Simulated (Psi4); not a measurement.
# CF (SMILES [C]F) at 4 levels

Aim: a comparison of 4 runs (UB3LYP/6-31G*, ULCCD/def2-SVPD, UCCSD/pcseg-2) of CF. 

Program for the calculation: Psi4 1.11.

2 further runs of the same task are left out: 2 set aside as unsound or not needed.

### Step 1. The molecule

CF has 2 atoms, charge 0, and is taken as a doublet. SMILES: `[C]F`. The shape is that of a GFN2-xTB optimisation.

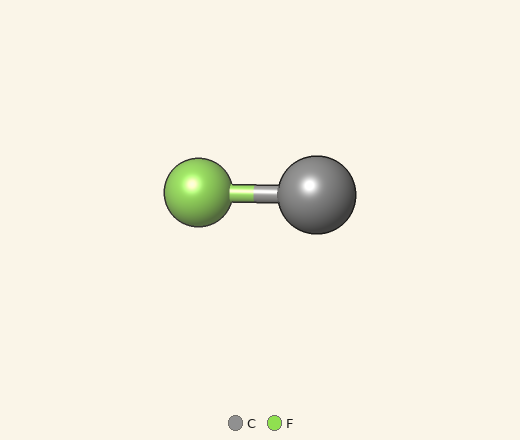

The structure, seen from a chosen angle (carbon grey, fluorine green).

### Step 2. Energy and forces at UB3LYP/6-31G(d) (Cartesian functions) (run 1)

input.json reads:

```json
{
 "schema_name": "qcschema_input",
 "schema_version": 1,
 "molecule": {
  "schema_name": "qcschema_molecule",
  "schema_version": 2,
  "symbols": ["C", "F"],
  "geometry": [0.0, 0.0, 0.0, 0.0, 0.0, 2.40826697],
  "molecular_charge": 0,
  "molecular_multiplicity": 2,
  "fix_symmetry": "c1"
 },
 "driver": "gradient",
 "model": {
  "method": "b3lyp",
  "basis": "6-31G*"
 },
 "keywords": {
  "reference": "uks",
  "puream": false,
  "e_convergence": 1e-09,
  "d_convergence": 1e-08,
  "scf_type": "pk",
  "dft_radial_points": 99,
  "dft_spherical_points": 590,
  "maxiter": 200,
  "scf_properties": ["QUADRUPOLE", "LOWDIN_CHARGES", "WIBERG_LOWDIN_INDICES"]
 }
}
```

Command:

```sh
$ psi4 --qcschema input.json -n 1 --memory 1600MB
```

stdout:

```text
[...]
  Running in c1 symmetry.
[...]
  Nuclear repulsion =   22.422763203865223
[...]
  Multiplicity = 2
[...]
  Nalpha       = 8
  Nbeta        = 7
[...]
    Number of basis functions: 30
[...]
   @UKS iter   1:  -137.76350889299383   -3.50056e-01   5.27208e-03 ADIIS/DIIS
[...]
   @UKS iter  10:  -137.77682487409606   -3.72324e-12   8.22695e-09 DIIS
[...]
   @S^2 Observed:                7.526017700E-01
[...]
  @UKS Final Energy:  -137.77682487409606
   => Energetics <=
    Nuclear Repulsion Energy =             22.4227632038652231
    One-Electron Energy =                -234.0111326890351506
    Two-Electron Energy =                  86.5339543236070057
    DFT Exchange-Correlation Energy =     -12.7224097125331621
    Empirical Dispersion Energy =           0.0000000000000000
    VV10 Nonlocal Energy =                  0.0000000000000000
    Total Energy =                       -137.7768248740960644
[...]
  -Total Gradient:
     Atom            X                  Y                   Z
    ------   -----------------  -----------------  -----------------
       1       -0.000000000000     0.000000000000     0.011748235529
       2       -0.000000000000     0.000000000000    -0.011749381801
[...]
```

The result, in JSON:

```text
{
 "driver": "gradient",
 "model": {
  "method": "b3lyp",
  "basis": "6-31G*"
 },
 "success": true,
 "return_result": [-2.9166878204146755e-14, 1.3956525218545006e-14, 0.01174823552878479, -1.2370960164104155e-14, 6.448168620191485e-15, -0.011749381801448966],
 "properties": {
  "calcinfo_nbasis": 30,
  "calcinfo_nmo": 30,
  "calcinfo_nalpha": 8,
  "calcinfo_nbeta": 7,
  "calcinfo_natom": 2,
  "nuclear_repulsion_energy": 22.422763203865223,
  "return_energy": -137.77682487409606,
  "return_gradient": [-2.9166878204146755e-14, 1.3956525218545006e-14, 0.01174823552878479, -1.2370960164104155e-14, 6.448168620191485e-15, -0.011749381801448966],
  "scf_one_electron_energy": -234.01113268903515,
  "scf_two_electron_energy": 86.533954323607,
  "scf_xc_energy": -12.722409712533162,
  "scf_dipole_moment": [-1.3750218417356759e-15, 9.527539951168272e-16, 0.31270248739954654],
  "scf_total_energy": -137.77682487409606,
  "scf_total_gradient": [-2.9166878204146755e-14, 1.3956525218545006e-14, 0.01174823552878479, -1.2370960164104155e-14, 6.448168620191485e-15, -0.011749381801448966],
  "scf_iterations": 10
 }
}
```

It took 5.4 s on 1 thread of AMD EPYC 7B13 (Zen 3), shared host; peak memory 0.3 GiB.

### Step 3. A single-point energy at ULCCD/def2-SVPD (run 2)

cf.json reads:

```json
{
 "schema_name": "qcschema_input",
 "schema_version": 1,
 "molecule": {
  "schema_name": "qcschema_molecule",
  "schema_version": 2,
  "symbols": ["C", "F"],
  "geometry": [0.0, 0.0, 0.0, 0.0, 0.0, 2.40826697],
  "molecular_charge": 0,
  "molecular_multiplicity": 2
 },
 "driver": "energy",
 "model": {
  "method": "lccd",
  "basis": "def2-SVPD"
 },
 "keywords": {
  "reference": "uhf",
  "scf_type": "pk",
  "freeze_core": true,
  "cc_type": "conv"
 }
}
```

Command:

```sh
$ psi4 --qcschema cf.json -n 1 --memory 1600MB
```

stdout:

```text
[...]
  Running in c2v symmetry.
[...]
  Nuclear repulsion =   22.422763203865223
[...]
  Multiplicity = 2
[...]
  Nalpha       = 8
  Nbeta        = 7
[...]
    Number of basis functions: 43
[...]
   @UHF iter   1:  -137.03532642739023   -6.64907e-01   8.80438e-03 ADIIS/DIIS
[...]
   @UHF iter  13:  -137.06436567892752   -7.67386e-13   7.32787e-09 DIIS
[...]
   @S^2 Observed:                7.616954006E-01
[...]
  @UHF Final Energy:  -137.06436567892752
   => Energetics <=
    Nuclear Repulsion Energy =             22.4227632038652231
    One-Electron Energy =                -233.5981407269005672
    Two-Electron Energy =                  74.1110118441078356
    Total Energy =                       -137.0643656789275155
  UHF NO Occupations:
  HONO-2 :    1 B1 1.9993378
  HONO-1 :    5 A1 1.9950175
[...]
 Multipole Moments:
 ------------------------------------------------------------------------------------
     Multipole            Electronic (a.u.)      Nuclear  (a.u.)        Total (a.u.)
 ------------------------------------------------------------------------------------
 L = 1.  Multiply by 2.5417464519 to convert [e a0] to [Debye]
 Dipole X            :          0.0000000            0.0000000            0.0000000
 Dipole Y            :          0.0000000            0.0000000            0.0000000
 Dipole Z            :          0.6362551           -0.4653958            0.1708593
 Magnitude           :                                                    0.1708593
[...]
	SCS-MP2 Total Energy (a.u.)        :  -137.33470130532177
	SOS-MP2 Total Energy (a.u.)        :  -137.33071627949553
	SCSN-MP2 Total Energy (a.u.)       :  -137.19358593613609
[...]
	SOS-PI-MP2 Total Energy (a.u.)     :  -137.35120478723152
[...]
	MP2 Total Energy (a.u.)            :  -137.34267135697422
[...]
```

The result, in JSON:

```text
{
 "driver": "energy",
 "model": {
  "method": "lccd",
  "basis": "def2-SVPD"
 },
 "success": true,
 "return_result": -137.36213002024058,
 "properties": {
  "calcinfo_nbasis": 43,
  "calcinfo_nmo": 43,
  "calcinfo_nalpha": 8,
  "calcinfo_nbeta": 7,
  "calcinfo_natom": 2,
  "nuclear_repulsion_energy": 22.422763203865223,
  "return_energy": -137.36213002024058,
  "scf_one_electron_energy": -233.59814072690057,
  "scf_two_electron_energy": 74.11101184410784,
  "scf_dipole_moment": [0.0, 0.0, 0.17085925250167633],
  "scf_total_energy": -137.06436567892752,
  "scf_iterations": 13,
  "mp2_same_spin_correlation_energy": -0.0734206006866888,
  "mp2_opposite_spin_correlation_energy": -0.20488507736001094,
  "mp2_singles_energy": 0.0,
  "mp2_doubles_energy": -0.27830567804669976,
  "mp2_correlation_energy": -0.27830567804670636,
  "mp2_total_energy": -137.34267135697422
 }
}
```

Wall time 2.5 s (1 thread of AMD EPYC 7B13 (Zen 3), shared host); peak memory 0.19 GiB.

Run 3 isn't shown in full; the table further down has it.

### Step 4. The energy at UCCSD/pcseg-2 (run 4)

calc.py reads:

```python
import psi4

psi4.set_memory('1600 MB')
psi4.set_num_threads(1)
psi4.core.set_output_file('output.dat', False)

molecule = psi4.geometry("""
0 2
C      0.000000     0.000000     0.000000
F      0.000000     0.000000     1.274400
symmetry c1
""")

options = {'basis': 'pcseg-2', 'reference': 'uhf', 'puream': True, 'e_convergence': 1e-09, 'd_convergence': 1e-08, 'scf_type': 'pk', 'num_frozen_docc': 2, 'maxiter': 200}
psi4.set_options(options)

e_tot = psi4.energy('ccsd', molecule=molecule)
print(f'ccsd energy: {e_tot:.10f} Eh')
for k, v in sorted(psi4.core.scalar_variables().items()):
    print(f'{k:45s} {v:18.10f}')
```

Command:

```sh
$ python calc.py
```

output.dat:

```text
[...]
  Running in c1 symmetry.
[...]
  Nuclear repulsion =   22.422763163983053
[...]
  Multiplicity = 2
[...]
  Nalpha       = 8
  Nbeta        = 7
[...]
    Number of basis functions: 60
[...]
   @UHF iter   1:  -137.19699207408564   -7.19553e-01   3.58545e-03 DIIS/ADIIS
[...]
   @UHF iter  13:  -137.22412559961796   -1.05160e-12   4.06339e-09 DIIS
[...]
   @S^2 Observed:                7.611554363E-01
[...]
  @UHF Final Energy:  -137.22412559961796
   => Energetics <=
    Nuclear Repulsion Energy =             22.4227631639830527
    One-Electron Energy =                -233.9645161998577407
    Two-Electron Energy =                  74.3176274362567284
    Total Energy =                       -137.2241255996179348
  UHF NO Occupations:
  HONO-2 :    6  A 1.9993186
  HONO-1 :    7  A 1.9952706
[...]
 Multipole Moments:
 ------------------------------------------------------------------------------------
     Multipole            Electronic (a.u.)      Nuclear  (a.u.)        Total (a.u.)
 ------------------------------------------------------------------------------------
 L = 1.  Multiply by 2.5417464519 to convert [e a0] to [Debye]
 Dipole X            :          0.0000000            0.0000000            0.0000000
 Dipole Y            :         -0.0000000            0.0000000           -0.0000000
 Dipole Z            :          0.6236584           -0.4653958            0.1582625
 Magnitude           :                                                    0.1582625
[...]
      * MP2 total energy                      = -137.565280725580692
[...]
      * CCSD total energy                     = -137.580226979425163
```

The script printed:

```text
ccsd energy: -137.5802269794 Eh
CC D1 DIAGNOSTIC                                    0.0000000000
CC D2 DIAGNOSTIC                                    0.0000000000
CC NEW D1 DIAGNOSTIC                                0.0000000000
CC T1 DIAGNOSTIC                                    0.0280067308
CCSD CORRELATION ENERGY                            -0.3561013798
CCSD DOUBLES ENERGY                                -0.3561013798
CCSD ITERATIONS                                    16.0000000000
CCSD OPPOSITE-SPIN CORRELATION ENERGY              -0.2770251613
CCSD SAME-SPIN CORRELATION ENERGY                  -0.0790762185
CCSD SINGLES ENERGY                                 0.0000000000
CCSD TOTAL ENERGY                                -137.5802269794
CURRENT CORRELATION ENERGY                         -0.3561013798
CURRENT ENERGY                                   -137.5802269794
CURRENT REFERENCE ENERGY                         -137.2241255996
DD SOLVATION ENERGY                                 0.0000000000
HF KINETIC ENERGY                                 137.3907772471
HF POTENTIAL ENERGY                              -274.6149028467
HF TOTAL ENERGY                                  -137.2241255996
HF VIRIAL RATIO                                     1.9987870245
MP2 CORRELATION ENERGY                             -0.3411551260
MP2 DOUBLES ENERGY                                 -0.3411551260
MP2 OPPOSITE-SPIN CORRELATION ENERGY               -0.2545656762
MP2 SAME-SPIN CORRELATION ENERGY                   -0.0865894497
MP2 SINGLES ENERGY                                 -0.0000000000
MP2 TOTAL ENERGY                                 -137.5652807256
NUCLEAR REPULSION ENERGY                           22.4227631640
ONE-ELECTRON ENERGY                              -233.9645161999
PCM POLARIZATION ENERGY                             0.0000000000
PE ENERGY                                           0.0000000000
SCF ITERATION ENERGY                             -137.2241255996
SCF ITERATIONS                                     13.0000000000
SCF TOTAL ENERGY                                 -137.2241255996
TWO-ELECTRON ENERGY                                74.3176274363
```

It took 12 s on 1 thread of AMD EPYC 7B13 (Zen 3), shared host; peak memory 0.35 GiB.

### Step 5. The series

```tsv
run	level	task	Cartesian functions	energy (Eh)	HOMO energy (eV)	LUMO energy (eV)	⟨S²⟩	wall time
1	UB3LYP/6-31G* (Cartesian functions)	gradient	yes	-137.776825	-5.45	-2.50	0.753	5.4 s
2	ULCCD/def2-SVPD	energy	no	-137.362130	-11.05	1.81	0.762	2.5 s
3	ULCCD/def2-SVPD (sfX2C)	energy	no	-137.457900	-11.04	1.82	0.762	2.7 s
4	UCCSD/pcseg-2	energy	no	-137.580227	-10.87	1.65	0.761	12 s
```

### Step 6. What came out

```
                                                         quantity          value
                                              run 4: total energy  -137.58023 Eh
run 4: HOMO energy (Hartree–Fock orbitals) (highest over α and β)      -10.87 eV
 run 4: LUMO energy (Hartree–Fock orbitals) (lowest over α and β)        1.65 eV
               run 4: correlation energy (2 core orbitals frozen)     -356.1 mEh
                         run 4: ⟨S²⟩ of the reference determinant          0.761
                                             run 4: T1 diagnostic          0.028
```

All runs together took 23 s, the longest 12 s.
